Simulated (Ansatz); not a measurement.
**Fields on a plane of KPH2SO3 (space group Cm)**

```
CELL_PARAMETERS angstrom
      3.25762    -3.15546     0.00000
      3.25762     3.15546     0.00000
     -1.98023     0.00000     5.58145
ATOMIC_POSITIONS crystal
  K  0.84405 0.84405 0.61021
  H  0.20844 0.82687 0.19124
  H  0.82687 0.20844 0.19124
  P  0.34433 0.34433 0.11028
  S  0.39011 0.39011 0.79724
  O  0.10557 0.10557 0.09565
  O  0.26240 0.65241 0.27307
  O  0.65241 0.26240 0.27307
```

The slice is a (100) plane (indices of the conventional cell) through the point (0.390, 0.390, 0.797) (fractional), spanned by u = [001] and v = [1 -1 0] in vectors of this cell: u (5.92 Å) and v (6.31 Å, at 90° to u). It covers one period; positions are fractions (u, v).

Atoms on it: S at (0.00, 0.00). Other atoms lie within 1 Å of the plane.

All values below come from r2SCAN (plane waves to 500 eV, PAW, scalar-relativistic; Ansatz, an electronic-structure program). k mesh 8×8×6. These are valence fields of a PAW run, semicore shells included where kept as valence: close to a nucleus they are smooth pseudo fields. KPH2SO3 was relaxed with its symmetry unable to fall.

```
|.:*%@@= .=+=:.   .*%@%=|
|%#%%%%=-#@%#+=:   +%@@@|
|@@%#*+=*%@%%%#+.  -#@@@|
|@@%*-::+%%%%@%#:  .*%@@|
|%%*=. .+#%%%@@%-   .=#%|
|=+-.  .=#%@@@@#:     .:|
|      .=*%%@@%=        |
|       :=**##=   -**+: |
|.       .:--:   =%@@@%+|
|=              -%@@@@@%|
|*   ...       .*@@@%@@@|
|*   ::.       :#@@%#%@@|
|*   ...       .*@@@%@@@|
|=              -%@@@@@%|
|.       .:--:   =%@@@%+|
|       :=**##=   -**+: |
|      .=*%%@@%=        |
|=+-.  .=#%@@@@#:     .:|
|%%*=. .+#%%%@@%-   .=#%|
|@@%*-::+%%%%@%#:  .*%@@|
|@@%#*+=*%@%%%#+.  -#@@@|
|%#%%%%=-#@%#+=:   +%@@@|
|.:*%@@= .=+=:.   .*%@%=|
|x +%@@=   ::.    :*%%* |
```
Scale: ten equal steps from 0.00 (start of ' ') to 0.92 (end of '@'), in the order ' .:-=+*#%@'. Values: electron localisation function (ELF). The map has 23 points along u (one character each, u = 0 at the left) and 24 along v (v = 0 in the bottom row). Points within 0.2 Å of a nucleus are blanked (x), as the pseudised field means little there.

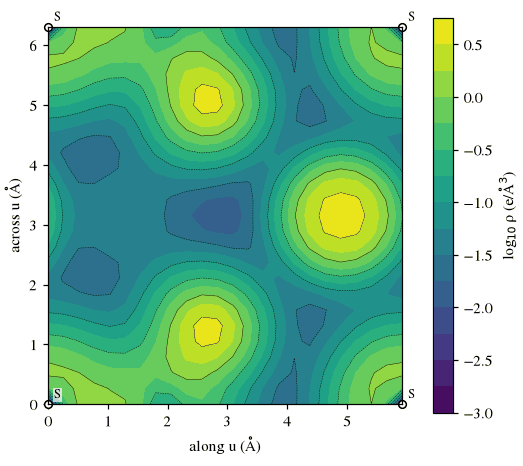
Fig. 1. Log₁₀ of the valence density in e/Å³, one period of the plane, atoms marked. The scale is logarithmic, as a density can span decades between atoms and voids; values under 0.001 e/Å³ are set to 0.001.
